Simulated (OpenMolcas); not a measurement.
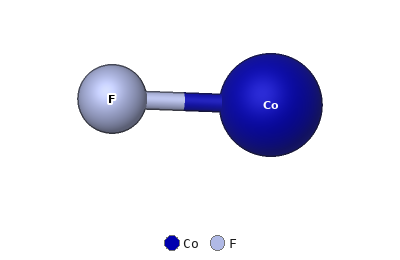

The molecule at the reference distance of 1.698 Å.

## Relativistic diatomic calculation for CoF⁺ (part 1 of 2)

- system: CoF⁺.
- method: SA-CASSCF(13,9)/XMS-CASPT2 + RASSI spin-orbit (X2C scalar, AMFI), ANO-RCC-VTZP (OpenMolcas)

**Input**
```
&GATEWAY
Coord
2
angstrom
Co 0.0 0.0 0.0
F 0.0 0.0 1.6980
Basis=ANO-RCC-VTZP
Group=XY
RX2C
AMFI
ANGMom
0.0 0.0 0.0
RICD
&SEWARD
&GUESSORB
&RASSCF
FileOrb=$CurrDir/o42.orb
Symmetry=2
Spin=4
nActEl=13 0 0
Inactive=7 4
RAS2=5 4
CIRoot=4 4 1
Linear
Iterations=120 100
OrbListing=Nothing
PRWF=0.15
>>COPY $Project.RasOrb $CurrDir/o42.orb
>>COPY $Project.rasscf.h5 $CurrDir/r42.h5
&CASPT2
XMultistate=all
Imaginary=0.2
IPEA=0.25
MaxIter=40
>>COPY $Project.JobMix JOB001
&RASSCF
FileOrb=$CurrDir/o41.orb
Symmetry=1
Spin=4
nActEl=13 0 0
Inactive=7 4
RAS2=5 4
CIRoot=3 3 1
Linear
Iterations=120 100
OrbListing=Nothing
PRWF=0.15
>>COPY $Project.RasOrb $CurrDir/o41.orb
>>COPY $Project.rasscf.h5 $CurrDir/r41.h5
&CASPT2
XMultistate=all
Imaginary=0.2
IPEA=0.25
MaxIter=40
>>COPY $Project.JobMix JOB002
&RASSCF
FileOrb=$CurrDir/o21.orb
Symmetry=1
Spin=2
nActEl=13 0 0
Inactive=7 4
RAS2=5 4
CIRoot=6 6 1
Linear
Iterations=120 100
OrbListing=Nothing
PRWF=0.15
>>COPY $Project.RasOrb $CurrDir/o21.orb
>>COPY $Project.rasscf.h5 $CurrDir/r21.h5
&CASPT2
XMultistate=all
Imaginary=0.2
IPEA=0.25
MaxIter=40
>>COPY $Project.JobMix JOB003
&RASSCF
FileOrb=$CurrDir/o22.orb
Symmetry=2
Spin=2
nActEl=13 0 0
Inactive=7 4
RAS2=5 4
CIRoot=6 6 1
Linear
Iterations=120 100
OrbListing=Nothing
PRWF=0.15
>>COPY $Project.RasOrb $CurrDir/o22.orb
>>COPY $Project.rasscf.h5 $CurrDir/r22.h5
&CASPT2
XMultistate=all
Imaginary=0.2
IPEA=0.25
MaxIter=40
>>COPY $Project.JobMix JOB004
&RASSCF
CIOnly
FileOrb=$CurrDir/ref.orb
Symmetry=1
Spin=6
nActEl=13 0 0
Inactive=7 4
RAS2=5 4
CIRoot=2 2 1
Linear
Iterations=120 100
OrbListing=Nothing
PRWF=0.15
>>COPY $Project.RasOrb $CurrDir/o61.orb
>>COPY $Project.rasscf.h5 $CurrDir/r61.h5
&CASPT2
XMultistate=all
Imaginary=0.2
IPEA=0.25
MaxIter=40
>>COPY $Project.JobMix JOB005
&RASSI
Nr of JobIphs=5 4 3 6 6 2
1 2 3 4
1 2 3
1 2 3 4 5 6
1 2 3 4 5 6
1 2
SpinOrbit
EJob
Omega
MEES
MESO
Properties=4
'AngMom' 3 'Mltpl  1' 1 'Mltpl  1' 2 'Mltpl  1' 3
Thrs=1.0d-4
>>COPY $Project.rassi.h5 $CurrDir/so.h5
```

The first orbital files come from an earlier step.

Launched with:
```bash
pymolcas m.inp (one call a module block, same work directory)
```

**Output (extracts)**
```
++    Wave function specifications:
      Number of closed shell electrons          22
      Number of electrons in active shells      13
      Number of inactive orbitals               11
      Number of active orbitals                  9
      Number of secondary orbitals              69
      Spin quantum number                      1.5
      State symmetry                             2
++    Orbital specifications:
      Symmetry species                           1   2
                                                 a   b
      Frozen orbitals                            0   0
      Inactive orbitals                          7   4
      Active orbitals                            5   4
      RAS2 orbitals                              5   4
      Secondary orbitals                        35  34
      Number of basis functions                 47  42
      printout of CI-coefficients larger than  0.15 for root  1
      energy=   -1491.199836
      conf/sym  11111 2222     Coeff  Weight
           309  2u2u0 222u   0.60060 0.36072
           310  2u2u0 22u2   0.36639 0.13424
           317  2uu20 222u   0.36639 0.13424
           318  2uu20 22u2  -0.60060 0.36072
      printout of CI-coefficients larger than  0.15 for root  2
      energy=   -1491.199836
      conf/sym  11111 2222     Coeff  Weight
           309  2u2u0 222u   0.36639 0.13424
           310  2u2u0 22u2  -0.60060 0.36072
           317  2uu20 222u  -0.60060 0.36072
           318  2uu20 22u2  -0.36639 0.13424
      printout of CI-coefficients larger than  0.15 for root  3
      energy=   -1491.187693
      conf/sym  11111 2222     Coeff  Weight
           306  22uu0 22u2  -0.45685 0.20872
           309  2u2u0 222u   0.62484 0.39042
           318  2uu20 22u2   0.62484 0.39042
      printout of CI-coefficients larger than  0.15 for root  4
      energy=   -1491.187693
      conf/sym  11111 2222     Coeff  Weight
           305  22uu0 222u  -0.45685 0.20872
           310  2u2u0 22u2   0.62484 0.39042
           317  2uu20 222u  -0.62484 0.39042
      Natural orbitals and occupation numbers for root  1
      sym 1:   1.982286   1.000851   1.499997   1.499997   0.017312
      sym 2:   1.999002   1.999002   1.500777   1.500777
      Natural orbitals and occupation numbers for root  2
      sym 1:   1.982286   1.000851   1.499997   1.499997   0.017312
      sym 2:   1.999002   1.999002   1.500777   1.500777
      Natural orbitals and occupation numbers for root  3
      sym 1:   1.982513   1.000731   1.394715   1.605087   0.017453
      sym 2:   1.998787   1.999131   1.395651   1.605932
      Natural orbitals and occupation numbers for root  4
      sym 1:   1.982513   1.000731   1.394715   1.605087   0.017453
      sym 2:   1.999131   1.998787   1.605932   1.395651
      RASSCF energy for state  4                  -1491.18769295
::    RASSCF root number  1 Total energy:  -1491.19983574
::    RASSCF root number  2 Total energy:  -1491.19983574
::    RASSCF root number  3 Total energy:  -1491.18769295
::    RASSCF root number  4 Total energy:  -1491.18769295
      Von Neumann Entropy (Root   1) =  1.81760
++    Wave function specifications:
      Number of closed shell electrons           8
      Number of electrons in active shells      13
      Number of inactive orbitals                4
      Number of active orbitals                  9
      Number of secondary orbitals              69
      Spin quantum number                      1.5
      State symmetry                             2
      Number of CSFs                           504
      Number of CASSCF root(s) available         4
      CASPT2 state passed to geometry opt.       4
      A file JOBMIX will be created
      This is a MULTI-STATE CASSCF reference
      Number of CI roots used                    4
      These are:                                 1   2   3   4
      Off-diagonal elements of Heff are computed
  FINAL CASPT2 RESULT:
      Reference energy:       -1491.1998357381
      E2 (Non-variational):      -0.7534693786
      Shift correction:          -0.0012714708
      E2 (Variational):          -0.7547408494
      Total energy:           -1491.9545765874
      Reference weight:           0.88608
  FINAL CASPT2 RESULT:
      Reference energy:       -1491.1998357381
      E2 (Non-variational):      -0.7534693785
      Shift correction:          -0.0012714708
      E2 (Variational):          -0.7547408493
      Total energy:           -1491.9545765874
      Reference weight:           0.88608
  FINAL CASPT2 RESULT:
      Reference energy:       -1491.1876929479
      E2 (Non-variational):      -0.7543071661
      Shift correction:          -0.0012836710
      E2 (Variational):          -0.7555908370
      Total energy:           -1491.9432837849
      Reference weight:           0.88578
  FINAL CASPT2 RESULT:
      Reference energy:       -1491.1876929479
      E2 (Non-variational):      -0.7543071661
      Shift correction:          -0.0012836710
      E2 (Variational):          -0.7555908371
      Total energy:           -1491.9432837849
      Reference weight:           0.88578
       Total XMS-CASPT2 energies:
::    XMS-CASPT2 Root  1     Total energy:  -1491.95458707
::    XMS-CASPT2 Root  2     Total energy:  -1491.95458707
::    XMS-CASPT2 Root  3     Total energy:  -1491.94327330
::    XMS-CASPT2 Root  4     Total energy:  -1491.94327330
++    Wave function specifications:
      Number of closed shell electrons          22
      Number of electrons in active shells      13
      Number of inactive orbitals               11
      Number of active orbitals                  9
      Number of secondary orbitals              69
      Spin quantum number                      1.5
      State symmetry                             1
      printout of CI-coefficients larger than  0.15 for root  1
      energy=   -1491.188926
      conf/sym  11111 2222     Coeff  Weight
            93  2u220 22uu  -0.68968 0.47567
           481  2uuu0 2222   0.71612 0.51283
      printout of CI-coefficients larger than  0.15 for root  2
      energy=   -1491.186387
      conf/sym  11111 2222     Coeff  Weight
            87  22u20 22uu  -0.99389 0.98782
      printout of CI-coefficients larger than  0.15 for root  3
      energy=   -1491.186387
      conf/sym  11111 2222     Coeff  Weight
            81  222u0 22uu   0.99389 0.98782
      Natural orbitals and occupation numbers for root  1
      sym 1:   1.980545   1.001200   1.481682   1.481682   0.018931
      sym 2:   1.998929   1.998929   1.519051   1.519051
      Natural orbitals and occupation numbers for root  2
      sym 1:   1.980265   1.999608   1.000303   1.999896   0.020372
      sym 2:   1.997944   1.997944   1.001834   1.001834
      Natural orbitals and occupation numbers for root  3
      sym 1:   1.980265   1.999608   1.999896   1.000303   0.020372
      sym 2:   1.997944   1.997944   1.001834   1.001834
      RASSCF energy for state  3                  -1491.18638663
::    RASSCF root number  1 Total energy:  -1491.18892624
::    RASSCF root number  2 Total energy:  -1491.18638663
::    RASSCF root number  3 Total energy:  -1491.18638663
      Von Neumann Entropy (Root   1) =  1.82290
++    Wave function specifications:
      Number of closed shell electrons           8
      Number of electrons in active shells      13
      Number of inactive orbitals                4
      Number of active orbitals                  9
      Number of secondary orbitals              69
      Spin quantum number                      1.5
      State symmetry                             1
      Number of CSFs                           504
      Number of CASSCF root(s) available         3
      CASPT2 state passed to geometry opt.       3
      A file JOBMIX will be created
      This is a MULTI-STATE CASSCF reference
      Number of CI roots used                    3
      These are:                                 1   2   3
      Off-diagonal elements of Heff are computed
  FINAL CASPT2 RESULT:
      Reference energy:       -1491.1889262416
      E2 (Non-variational):      -0.7580976964
      Shift correction:          -0.0013453981
      E2 (Variational):          -0.7594430946
      Total energy:           -1491.9483693361
      Reference weight:           0.88441
  FINAL CASPT2 RESULT:
      Reference energy:       -1491.1863866286
      E2 (Non-variational):      -0.7547059776
      Shift correction:          -0.0013036960
      E2 (Variational):          -0.7560096737
      Total energy:           -1491.9423963022
      Reference weight:           0.88502
  FINAL CASPT2 RESULT:
      Reference energy:       -1491.1863866274
      E2 (Non-variational):      -0.7547022042
      Shift correction:          -0.0013034159
      E2 (Variational):          -0.7560056201
      Total energy:           -1491.9423922475
      Reference weight:           0.88503
       Total XMS-CASPT2 energies:
::    XMS-CASPT2 Root  1     Total energy:  -1491.94836934
::    XMS-CASPT2 Root  2     Total energy:  -1491.94239630
::    XMS-CASPT2 Root  3     Total energy:  -1491.94239225
++    Wave function specifications:
      Number of closed shell electrons          22
      Number of electrons in active shells      13
      Number of inactive orbitals               11
      Number of active orbitals                  9
      Number of secondary orbitals              69
      Spin quantum number                      0.5
      State symmetry                             1
      printout of CI-coefficients larger than  0.15 for root  1
      energy=   -1491.123383
      conf/sym  11111 2222     Coeff  Weight
           193  22u20 22du   0.23087 0.05330
           879  220u0 2222  -0.15500 0.02402
           882  202u0 2222   0.82155 0.67494
           890  20u20 2222  -0.37384 0.13976
      printout of CI-coefficients larger than  0.15 for root  2
      energy=   -1491.123383
      conf/sym  11111 2222     Coeff  Weight
           177  222u0 22du  -0.23087 0.05330
           876  22u00 2222   0.15500 0.02402
           882  202u0 2222   0.37384 0.13976
           890  20u20 2222   0.82155 0.67494
      printout of CI-coefficients larger than  0.15 for root  3
      energy=   -1491.113799
      conf/sym  11111 2222     Coeff  Weight
           176  222u0 2220   0.19544 0.03820
           177  222u0 22du   0.17142 0.02938
           180  222u0 22ud   0.29690 0.08815
           183  222u0 2202  -0.19544 0.03820
           192  22u20 2220  -0.24242 0.05877
           196  22u20 22ud   0.23936 0.05730
           199  22u20 2202   0.24242 0.05877
           208  2u220 2220  -0.43295 0.18744
           215  2u220 2202  -0.43294 0.18744
           877  2u200 2222   0.33316 0.11099
           888  2u020 2222   0.33316 0.11100
      printout of CI-coefficients larger than  0.15 for root  4
      energy=   -1491.105766
      conf/sym  11111 2222     Coeff  Weight
           209  2u220 22du   0.76903 0.59140
           212  2u220 22ud  -0.44400 0.19713
           880  2udu0 2222  -0.29906 0.08944
           885  2uud0 2222   0.17266 0.02981
      printout of CI-coefficients larger than  0.15 for root  5
      energy=   -1491.100496
      conf/sym  11111 2222     Coeff  Weight
           177  222u0 22du  -0.29933 0.08960
           180  222u0 22ud  -0.51845 0.26879
           192  22u20 2220  -0.42331 0.17919
           199  22u20 2202   0.42331 0.17919
           877  2u200 2222   0.30665 0.09403
           885  2uud0 2222   0.19435 0.03777
           888  2u020 2222  -0.30665 0.09403
      printout of CI-coefficients larger than  0.15 for root  6
      energy=   -1491.100496
      conf/sym  11111 2222     Coeff  Weight
           176  222u0 2220   0.42331 0.17919
           183  222u0 2202  -0.42331 0.17919
           193  22u20 22du  -0.29933 0.08960
           196  22u20 22ud  -0.51845 0.26879
           877  2u200 2222  -0.15870 0.02518
           880  2udu0 2222   0.21684 0.04702
           885  2uud0 2222   0.37557 0.14105
           888  2u020 2222   0.15870 0.02518
      Natural orbitals and occupation numbers for root  1
      sym 1:   1.976865   0.342844   1.854347   1.099117   0.018044
      sym 2:   1.999282   1.999282   1.855109   1.855109
      Natural orbitals and occupation numbers for root  2
      sym 1:   1.976866   0.342844   1.099117   1.854347   0.018044
      sym 2:   1.999282   1.999282   1.855108   1.855109
      Natural orbitals and occupation numbers for root  3
      sym 1:   1.979879   1.394220   1.578752   1.578753   0.020096
      sym 2:   1.996418   1.996418   1.227733   1.227731
      Natural orbitals and occupation numbers for root  4
      sym 1:   1.978179   1.079547   1.840734   1.840734   0.019787
      sym 2:   1.996244   1.996244   1.124265   1.124265
      Natural orbitals and occupation numbers for root  5
      sym 1:   1.980866   1.758191   1.379476   1.379479   0.020372
      sym 2:   1.996161   1.996161   1.244649   1.244645
      Natural orbitals and occupation numbers for root  6
      sym 1:   1.980868   1.758185   1.379473   1.379476   0.020369
      sym 2:   1.996161   1.996161   1.244657   1.244649
      RASSCF energy for state  6                  -1491.10049615
::    RASSCF root number  1 Total energy:  -1491.12338321
::    RASSCF root number  2 Total energy:  -1491.12338321
::    RASSCF root number  3 Total energy:  -1491.11379948
::    RASSCF root number  4 Total energy:  -1491.10576574
::    RASSCF root number  5 Total energy:  -1491.10049615
::    RASSCF root number  6 Total energy:  -1491.10049615
      Von Neumann Entropy (Root   1) =  1.29211
++    Wave function specifications:
      Number of closed shell electrons           8
      Number of electrons in active shells      13
      Number of inactive orbitals                4
      Number of active orbitals                  9
      Number of secondary orbitals              69
      Spin quantum number                      0.5
      State symmetry                             1
      Number of CSFs                           950
      Number of CASSCF root(s) available         6
      CASPT2 state passed to geometry opt.       6
      A file JOBMIX will be created
      This is a MULTI-STATE CASSCF reference
      Number of CI roots used                    6
      These are:                                 1   2   3   4   5   6
      Off-diagonal elements of Heff are computed
  FINAL CASPT2 RESULT:
      Reference energy:       -1491.1233832127
      E2 (Non-variational):      -0.7721386191
      Shift correction:          -0.0013692629
      E2 (Variational):          -0.7735078819
      Total energy:           -1491.8968910946
      Reference weight:           0.88185
  FINAL CASPT2 RESULT:
      Reference energy:       -1491.1233832124
      E2 (Non-variational):      -0.7721394881
      Shift correction:          -0.0013690198
      E2 (Variational):          -0.7735085079
      Total energy:           -1491.8968917203
      Reference weight:           0.88185
  FINAL CASPT2 RESULT:
      Reference energy:       -1491.1137994817
      E2 (Non-variational):      -0.7700200901
      Shift correction:          -0.0013820630
      E2 (Variational):          -0.7714021531
      Total energy:           -1491.8852016348
      Reference weight:           0.88201
  FINAL CASPT2 RESULT:
      Reference energy:       -1491.1057657408
      E2 (Non-variational):      -0.7760688452
      Shift correction:          -0.0014331832
      E2 (Variational):          -0.7775020284
      Total energy:           -1491.8832677691
      Reference weight:           0.88039
  FINAL CASPT2 RESULT:
      Reference energy:       -1491.1004961491
      E2 (Non-variational):      -0.7716527740
      Shift correction:          -0.0013946388
      E2 (Variational):          -0.7730474128
      Total energy:           -1491.8735435619
      Reference weight:           0.88135
  FINAL CASPT2 RESULT:
      Reference energy:       -1491.1004961486
      E2 (Non-variational):      -0.7716SPIN-FREE ENERGIES:
  (Shifted by EMIN (a.u.) =      -1491.9545870735)
 SF State       Relative EMIN(au)   Rel lowest level(eV)    D:o, cm**(-1)      Abs_M
     1             0.0000000000        0.0000000000              0.0000         3.0
     2             0.0000000000        0.0000000000              0.0000         3.0
     5             0.0062177374        0.1691932536           1364.6356         0.0
     4             0.0113137747        0.3078634924           2483.0865         1.0
     3             0.0113137747        0.3078634924           2483.0865         1.0
     6             0.0121907713        0.3317277865           2675.5650         2.0
     7             0.0121948260        0.3318381205           2676.4549         2.0
     8             0.0576905353        1.5698394384          12661.6090         2.0
     9             0.0577007968        1.5701186695          12663.8611         2.0
    14             0.0626342013        1.7043634430          13746.6182         1.1
    15             0.0626342013        1.7043634430          13746.6182         1.1
    10             0.0693853514        1.8880715966          15228.3244         0.0
    16             0.0703204688        1.9135174369          15433.5590         3.0
    17             0.0703204688        1.9135174369          15433.5590         3.0
    11             0.0713191555        1.9406930870          15652.7454         0.0
    18             0.0756363132        2.0581689314          16600.2519         1.0
    19             0.0756363132        2.0581689314          16600.2519         1.0
    12             0.0810414179        2.2052493256          17786.5353         4.0
    13             0.0810460954        2.2053766050          17787.5619         4.0
    20             0.3718111047       10.1174955803          81603.1051         2.0
    21             0.3719731869       10.1219060605          81638.6781         2.0
```

(Continued in part 2.) Outcome of the run: converged; components of a degenerate state are split by 36 cm⁻¹.
